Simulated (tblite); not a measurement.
# B18H18N18 ((8,1) BN nanotube piece): the cost of one run

Programs: tblite 0.8.0 and PySCF 2.14.0, with routines of our own; each step states its level. All values are computed. Atoms count from 0.

## Step 1: The system as given

54 atoms, charge 0, multiplicity 1; geometry from: force field, distance geometry or constructed start.

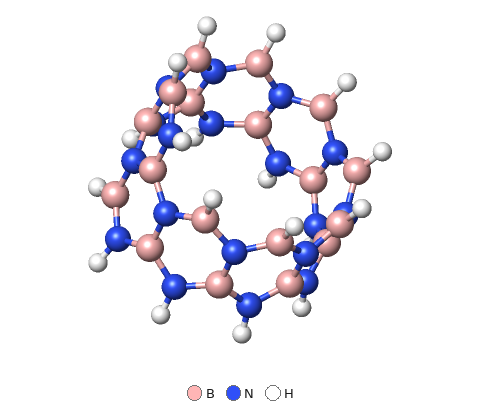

The starting geometry (boron pink, nitrogen blue, hydrogen white).

## Step 2: Optimising the geometry with GFN2-xTB

Job settings and geometry (Å):

```
{"job": {"kind": "relax", "xc": "GFN2-xTB", "basis": "xTB"}, "charge": 0, "multiplicity": 1}
B      3.365200     0.898200    -0.357500
N      2.733500     2.058100    -0.956200
B      2.918500     1.818700     1.933600
N      1.974200     2.743800     1.333100
B      1.849400     2.816100    -0.098300
N      0.611100     3.260000    -0.697600
B      0.902600     3.205700     2.183600
N     -0.406000     3.263200     1.595100
B     -0.551300     3.233300     0.152200
N     -1.772600     2.738600    -0.439100
B     -1.519800     2.888600     2.439100
N     -2.534100     2.053500     1.847900
B     -1.894100     2.656900    -1.876600
N     -2.786600     1.697700    -2.477700
B     -2.624600     1.945200     0.407100
N     -3.197700     0.759500    -0.180100
B     -3.229800     0.618100    -1.626500
N     -3.259500    -0.700000    -2.221700
B     -3.296800    -0.403700     0.663700
N     -2.930900    -1.666600     0.070600
B     -2.866300    -1.792900    -1.371600
N     -2.008900    -2.790900    -1.966600
B     -2.227200    -2.596400     0.922100
N     -1.121900    -3.302200     0.320700
B     -0.979000    -3.344900    -1.117900
N      0.316500    -3.517400    -1.709600
B      0.029800    -3.520500     1.169100
N      1.322200    -3.297300     0.577600
B      1.459300    -3.242100    -0.866500
N      2.541700    -2.498000    -1.454400
B      2.330000    -2.698500     1.422900
N      3.136900    -1.666200     0.830900
B      3.201900    -1.535300    -0.612100
N      3.512900    -0.260300    -1.199800
B      3.486700    -0.549700     1.675000
N      3.401300     0.761100     1.082100
H      2.914900     2.326800    -1.941300
H      3.263000     1.932900     3.041400
H      0.567600     3.578000    -1.683000
H      1.084200     3.521900     3.299500
H     -1.589100     3.246100     3.556400
H     -3.192200     1.530500     2.457900
H     -1.254400     3.367800    -2.567400
H     -3.100200     1.781600    -3.464700
H     -3.551700    -0.842300    -3.206200
H     -3.655500    -0.326700     1.769200
H     -2.122600    -3.095500    -2.954900
H     -2.548300    -2.779800     2.029200
H      0.439700    -3.819900    -2.699800
H     -0.084100    -3.869200     2.283200
H      2.828500    -2.654600    -2.442700
H      2.479200    -3.032900     2.535200
H      3.824800    -0.177200    -2.191400
H      3.814800    -0.704700     2.786700
```

Started as:

```bash
$ OMP_NUM_THREADS=4 python large_run.py task.json out
```

The driver reads the jobs from task.json and runs them one after another.

Q: Estimate the wall time and peak memory of this first job on 4 threads of Arm Neoverse N1, shared host.

About 3.5 s, with a peak of 0.16 GiB.
